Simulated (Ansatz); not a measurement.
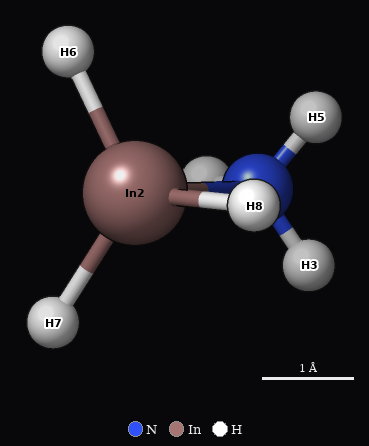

*The starting structure (ball-and-stick view, seen at a tilt; atoms are numbered from 1 in the order of the input). Sticks mark near contacts.*

Bond lengths as drawn: H–In 1.74 Å, H–N 1.02 Å and In–N 2.39 Å.

## Run report: InNH6, nudged elastic band

- system: InNH6, SMILES [NH3+][InH3-]
- method: RKS r2SCAN/def2-mTZVP (Ansatz 0.2.0)

It belongs to a series of runs on one base structure; here: band between the two ends. Figures and captions count atoms from 1; the log counts them from 0 in places.

Input:
```yaml
crystal:
  periodic: [false, false, false]
  atoms:
    - { symbol: "N", position_ang: [-0.528193, 0.145362, -0.98403] }
    - { symbol: In, position_ang: [0.617217, -0.178539, 1.087684] }
    - { symbol: H, position_ang: [0.063329, -0.079559, -1.780047] }
    - { symbol: H, position_ang: [-1.356639, -0.440874, -1.048018] }
    - { symbol: H, position_ang: [-0.831373, 1.109574, -1.095927] }
    - { symbol: H, position_ang: [-0.702586, 0.311534, 2.112692] }
    - { symbol: H, position_ang: [0.927735, -1.878759, 0.875012] }
    - { symbol: H, position_ang: [1.902708, 0.954262, 0.776734] }
basis:
  gaussian: { orbitals: def2-mTZVP }
hamiltonian:
  xc: r2scan
neb:
  order_check: false
  images: 5
  f_tol: 0.03
  max_iterations: 60
  final_atoms:
    - { symbol: "N", position_ang: [-0.52806062, 0.14512926, -0.98357778] }
    - { symbol: In, position_ang: [0.61552506, -0.17749734, 1.08890105] }
    - { symbol: H, position_ang: [-1.17071067, -0.61806441, -1.17944048] }
    - { symbol: H, position_ang: [-1.07098698, 1.00479493, -0.98338922] }
    - { symbol: H, position_ang: [0.12269769, 0.19928793, -1.76296944] }
    - { symbol: H, position_ang: [-0.80457986, -0.18716055, 2.09775429] }
    - { symbol: H, position_ang: [1.35271522, -1.69718472, 0.66227701] }
    - { symbol: H, position_ang: [1.57559816, 1.2736959, 1.00454457] }
  initial_path:
    images:
      - { positions_ang: [[-0.528193, 0.145362, -0.98403], [0.617217, -0.178539, 1.087684], [0.063329, -0.079559, -1.780047], [-1.356639, -0.440874, -1.048018], [-0.831373, 1.109574, -1.095927], [-0.702586, 0.311534, 2.112692], [0.927735, -1.878759, 0.875012], [1.902708, 0.954262, 0.776734]] }
      - { positions_ang: [[-0.52856207, 0.1324923, -0.97859488], [0.5589726, -0.1688076, 1.00147161], [-0.09978986, -0.26537444, -1.73370201], [-1.40521121, -0.2099838, -0.97793054], [-0.61080835, 1.07579364, -1.22351823], [-0.71177475, 0.1820229, 2.1436103], [1.05050415, -1.83491287, 0.85167195], [1.83886749, 1.03177087, 0.8610918]] }
      - { positions_ang: [[-0.52893114, 0.1196226, -0.97315977], [0.5007282, -0.1590762, 0.91525923], [-0.26290872, -0.45118987, -1.68735701], [-1.45378341, 0.02090639, -0.90784308], [-0.39024371, 1.04201328, -1.35110947], [-0.7209635, 0.05251181, 2.17452859], [1.1732733, -1.79106675, 0.8283319], [1.77502698, 1.10927974, 0.94544961]] }
      - { positions_ang: [[-0.52930021, 0.1067529, -0.96772465], [0.4424838, -0.1493448, 0.82904684], [-0.42602757, -0.63700531, -1.64101202], [-1.50235562, 0.25179659, -0.83775562], [-0.16967906, 1.00823293, -1.4787007], [-0.73015226, -0.07699929, 2.20544689], [1.29604245, -1.74722062, 0.80499184], [1.71118647, 1.18678861, 1.02980741]] }
      - { positions_ang: [[-0.52888701, 0.11954502, -0.97300903], [0.50016422, -0.15872898, 0.91566491], [-0.67425527, -0.63069168, -1.48715484], [-1.35856607, 0.50279604, -0.88630015], [-0.07222014, 0.73858459, -1.57345695], [-0.75496146, -0.11371971, 2.16954936], [1.31493337, -1.73054199, 0.75742023], [1.66599036, 1.2157577, 1.02138646]] }
      - { positions_ang: [[-0.52847382, 0.13233714, -0.97829341], [0.55784464, -0.16811316, 1.00228298], [-0.92248297, -0.62437804, -1.33329766], [-1.21477652, 0.75379549, -0.93484468], [0.02523877, 0.46893626, -1.66821319], [-0.77977066, -0.15044013, 2.13365183], [1.3338243, -1.71386336, 0.70984862], [1.62079426, 1.2447268, 1.01296551]] }
      - { positions_ang: [[-0.52806062, 0.14512926, -0.98357778], [0.61552506, -0.17749734, 1.08890105], [-1.17071067, -0.61806441, -1.17944048], [-1.07098698, 1.00479493, -0.98338922], [0.12269769, 0.19928793, -1.76296944], [-0.80457986, -0.18716055, 2.09775429], [1.35271522, -1.69718472, 0.66227701], [1.57559816, 1.2736959, 1.00454457]] }
```

Machine: 1 thread of Arm Neoverse V1, 24 GiB of memory available, shared host.

Launched with:
```bash
ansatz run input.yaml --threads 1 --pin off --max-ram 2048MiB --backend cpu --events-out ev --progress --plain --runs-dir out
```

Output:
```
Engine: ansatz 0.2.0, aarch64-unknown-linux-gnu
Functional definition: r2SCAN
  parameter k0 = 0.174
  parameter k1 = 0.065
  parameter a1 = 4.9479
  exchange = r2scan_x(k0 = k0, k1 = k1, a1 = a1)
  correlation = r2scan_c
766 factors; their error is unknown
mean field evaluation 1: about -6756.1033 eV, gradient 5.9e1 eV
mean field evaluation 2: about -6745.6085 eV, gradient 8.6e1 eV
mean field evaluation 4: about -6762.6322 eV, gradient 1.5e0 eV
mean field evaluation 8: about -6762.6414 eV, gradient 2.0e-2 eV
mean field evaluation 16: about -6762.6241 eV, gradient 5.6e-5 eV
mean field -6762.62409246 eV, -248.5218515268 hartree, gradient 5.6e-5 eV, S^2 0.000000; 0 other end points of the search recorded, 0 dependent functions left out
the calculation of the forces begins
reference -6762.62411246 eV, -248.5218522618 hartree; 17, 17 occupied and 56, 56 virtual orbitals, 766 factors
766 factors; their error is unknown
mean field evaluation 32: about -6762.6241 eV, gradient 4.4e-5 eV
mean field -6762.62409484 eV, -248.5218516143 hartree, gradient 4.4e-5 eV, S^2 0.000000; 0 other end points of the search recorded, 0 dependent functions left out
[... from here on the field's lines of each further geometry are left out, up to the last ...]
NEB iter   1: max|band force component| = 5.292e0 eV/Å  barrier→ = 0.9077 eV  barrier← = 0.9077 eV  Δτ_max = 0.2000 Å  (174 SCF iters)
NEB iter   2: max|band force component| = 1.468e0 eV/Å  barrier→ = 0.1508 eV  barrier← = 0.1508 eV  Δτ_max = 0.1390 Å  (142 SCF iters)
NEB iter   3: max|band force component| = 4.843e-1 eV/Å  barrier→ = 0.0406 eV  barrier← = 0.0406 eV  CI = image 3  Δτ_max = 0.1202 Å  (135 SCF iters)
NEB iter   4: max|band force component| = 1.621e-1 eV/Å  barrier→ = 0.0135 eV  barrier← = 0.0135 eV  CI = image 3  Δτ_max = 0.0287 Å  (137 SCF iters)
NEB iter   5: max|band force component| = 1.035e-1 eV/Å  barrier→ = 0.0076 eV  barrier← = 0.0076 eV  CI = image 3  Δτ_max = 0.0151 Å  (141 SCF iters)
NEB iter   6: max|band force component| = 4.134e-2 eV/Å  barrier→ = 0.0071 eV  barrier← = 0.0071 eV  CI = image 3  Δτ_max = 0.0071 Å  (142 SCF iters)
the calculation of the forces begins
reference -6762.62214804 eV, -248.5217800704 hartree; 17, 17 occupied and 56, 56 virtual orbitals, 766 factors
766 factors; their error is unknown
mean field -6762.61706766 eV, -248.5215933702 hartree, gradient 1.6e-5 eV, S^2 0.000000; 1 other end points of the search recorded, 0 dependent functions left out
the calculation of the forces begins
reference -6762.61708724 eV, -248.5215940897 hartree; 17, 17 occupied and 56, 56 virtual orbitals, 766 factors
NEB iter   7: max|band force component| = 1.316e-2 eV/Å  barrier→ = 0.0070 eV  barrier← = 0.0070 eV  CI = image 3  Δτ_max = 0.0000 Å  (238 SCF iters)
```

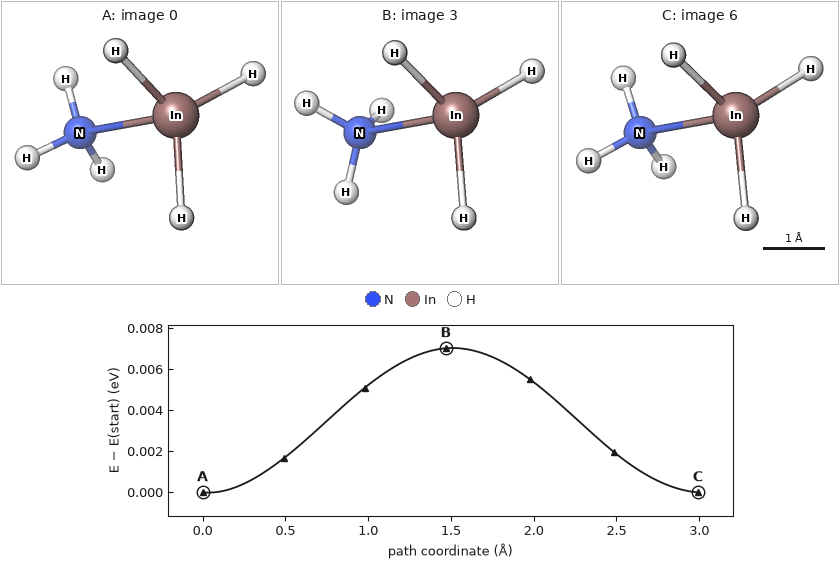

*Images of the last band (counted from 0; ball-and-stick, seen at a tilt) above the energy along the path; the line is a cubic interpolation that uses the forces.*

The highest image is number 3, 0.007 eV above the start and 0.007 eV above the end (the climbing image); start and end have the same energy. The path is 2.99 Å long. The band converged in 7 iterations.

```
Total energy: -6762.61708724 eV, -248.5215940897 hartree
Atom 0 at    -0.529982     0.148083    -0.988498 Å, force    -0.010996    -0.010955     0.002602 eV/Å
Atom 1 at     0.617523    -0.180323     1.090982 Å, force    -0.002781     0.000010    -0.011332 eV/Å
Atom 2 at    -0.394018    -0.638097    -1.618769 Å, force     0.003507     0.001422     0.005276 eV/Å
Atom 3 at    -1.531504     0.253454    -0.848286 Å, force     0.003587     0.001461     0.000480 eV/Å
Atom 4 at    -0.202104     0.981518    -1.469156 Å, force     0.003883     0.009331    -0.002171 eV/Å
Atom 5 at    -0.788071    -0.059682     2.112307 Å, force    -0.002151     0.000347     0.001543 eV/Å
Atom 6 at     1.247269    -1.759844     0.714385 Å, force     0.002533    -0.004157     0.002537 eV/Å
Atom 7 at     1.673085     1.197893     0.951135 Å, force     0.002417     0.002542     0.001064 eV/Å
Dipole moment:    -0.492956     0.141171    -0.891590 e Å
this run last wrote the band of iteration 7 to [file]
```

The last band as extended XYZ (Å, eV, eV/Å):
```
8
Properties=species:S:1:pos:R:3:forces:R:3 image=0 energy=-6762.62409
N    -0.5282    0.1454   -0.9840    0.0016   0.0000   0.0042
In    0.6172   -0.1785    1.0877    0.0017   0.0004   0.0022
H     0.0633   -0.0796   -1.7800   -0.0034   0.0008   0.0019
H    -1.3566   -0.4409   -1.0480    0.0017   0.0020  -0.0031
H    -0.8314    1.1096   -1.0959    0.0006  -0.0037  -0.0020
H    -0.7026    0.3115    2.1127   -0.0048   0.0014   0.0023
H     0.9277   -1.8788    0.8750   -0.0006  -0.0046  -0.0030
H     1.9027    0.9543    0.7767    0.0032   0.0039  -0.0026
8
Properties=species:S:1:pos:R:3:forces:R:3 image=1 energy=-6762.62243
N    -0.5290    0.1455   -0.9844    0.0055   0.0038  -0.0033
In    0.6168   -0.1794    1.0890   -0.0003   0.0009  -0.0012
H    -0.0434   -0.3057   -1.7556    0.0004  -0.0011   0.0015
H    -1.4714   -0.2350   -0.9567    0.0000  -0.0034  -0.0014
H    -0.6084    1.1326   -1.2152   -0.0057  -0.0002   0.0041
H    -0.7393    0.1884    2.1183    0.0003   0.0018   0.0001
H     1.0380   -1.8479    0.8200   -0.0018  -0.0006  -0.0001
H     1.8289    1.0444    0.8288    0.0016  -0.0013   0.0003
8
Properties=species:S:1:pos:R:3:forces:R:3 image=2 energy=-6762.61899
N    -0.5299    0.1468   -0.9869   -0.0055  -0.0039  -0.0013
In    0.6172   -0.1796    1.0895   -0.0006   0.0007  -0.0019
H    -0.2023   -0.4992   -1.7005    0.0021   0.0040   0.0013
H    -1.5317    0.0044   -0.8867    0.0062  -0.0026  -0.0003
H    -0.3925    1.0884   -1.3451   -0.0020   0.0025   0.0009
H    -0.7668    0.0703    2.1169   -0.0004   0.0013   0.0012
H     1.1407   -1.8097    0.7685   -0.0016  -0.0018   0.0010
H     1.7576    1.1216    0.8883    0.0019  -0.0002  -0.0009
8
Properties=species:S:1:pos:R:3:forces:R:3 image=3 energy=-6762.61707
N    -0.5300    0.1481   -0.9885   -0.0110  -0.0110   0.0026
In    0.6175   -0.1803    1.0910   -0.0028   0.0000  -0.0113
H    -0.3940   -0.6381   -1.6188    0.0035   0.0014   0.0053
H    -1.5315    0.2535   -0.8483    0.0036   0.0015   0.0005
H    -0.2021    0.9815   -1.4692    0.0039   0.0093  -0.0022
H    -0.7881   -0.0597    2.1123   -0.0022   0.0003   0.0015
H     1.2473   -1.7598    0.7144    0.0025  -0.0042   0.0025
H     1.6731    1.1979    0.9511    0.0024   0.0025   0.0011
8
Properties=species:S:1:pos:R:3:forces:R:3 image=4 energy=-6762.61858
N    -0.5291    0.1474   -0.9873   -0.0095   0.0034  -0.0131
In    0.6166   -0.1800    1.0900   -0.0007   0.0000  -0.0011
H    -0.6540   -0.7289   -1.4878   -0.0004   0.0021   0.0068
H    -1.4526    0.5487   -0.8459    0.0065  -0.0007   0.0036
H    -0.0180    0.7759   -1.6019    0.0041  -0.0048   0.0035
H    -0.7972   -0.1082    2.1049   -0.0006  -0.0017   0.0004
H     1.2889   -1.7384    0.6980    0.0016   0.0002  -0.0006
H     1.6375    1.2265    0.9740   -0.0009   0.0015   0.0005
8
Properties=species:S:1:pos:R:3:forces:R:3 image=5 energy=-6762.62213
N    -0.5279    0.1458   -0.9849   -0.0027   0.0072  -0.0069
In    0.6158   -0.1799    1.0896    0.0001   0.0011  -0.0009
H    -0.9277   -0.7211   -1.3350   -0.0016   0.0002   0.0032
H    -1.2895    0.8132   -0.8913    0.0021  -0.0008   0.0028
H     0.0973    0.5018   -1.7036    0.0019  -0.0074   0.0012
H    -0.8018   -0.1415    2.1009   -0.0006  -0.0017  -0.0004
H     1.3169   -1.7223    0.6855    0.0013   0.0008  -0.0013
H     1.6092    1.2470    0.9830   -0.0006   0.0007   0.0022
8
Properties=species:S:1:pos:R:3:forces:R:3 image=6 energy=-6762.62410
N    -0.5281    0.1451   -0.9836    0.0044  -0.0014   0.0067
In    0.6155   -0.1775    1.0889    0.0024  -0.0005   0.0021
H    -1.1707   -0.6181   -1.1794   -0.0033  -0.0010  -0.0021
H    -1.0710    1.0048   -0.9834   -0.0030   0.0027  -0.0013
H     0.1227    0.1993   -1.7630   -0.0001   0.0002  -0.0033
H    -0.8046   -0.1872    2.0978    0.0012   0.0002  -0.0037
H     1.3527   -1.6972    0.6623   -0.0004   0.0015   0.0013
H     1.5756    1.2737    1.0045   -0.0013  -0.0017   0.0003
```

Results in brief:

```json
{"quantity": "outcome", "value": "converged"}
{"quantity": "barrier, forward", "value": "0.007 eV"}
{"quantity": "barrier, backward", "value": "0.007 eV"}
{"quantity": "wall time", "value": "2.4 min"}
{"quantity": "peak memory", "value": "0.13 GiB"}
```

Notes:

The order of the saddle point was not checked.
